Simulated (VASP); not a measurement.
Band structure of Cs2O2 (space group Immm). Computed with PBEsol GGA with spin-orbit coupling, VASP's PBE PAW potentials (set 64) (plane waves; VASP).

The path is coarsely sampled, so an indirect gap can come out somewhat too large.

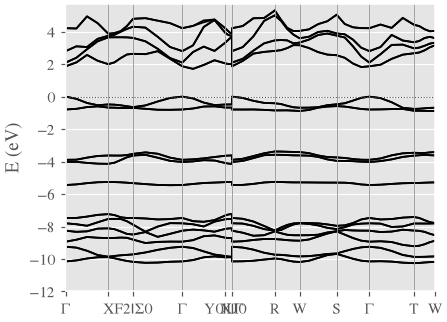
Bands along high-symmetry lines, zero at the valence-band maximum or, without a gap, the Fermi level

### Question
Read the plot: is there a gap, and where are the band edges?

### Answer
The gap is indirect, 1.71 eV, from the valence maximum at Γ to the conduction minimum at Γ-Y0 at 0.25.

The structure comes from a computed database's Cs2O2 entry (Immm); how it stands against other phases isn't given here. It was relaxed first.
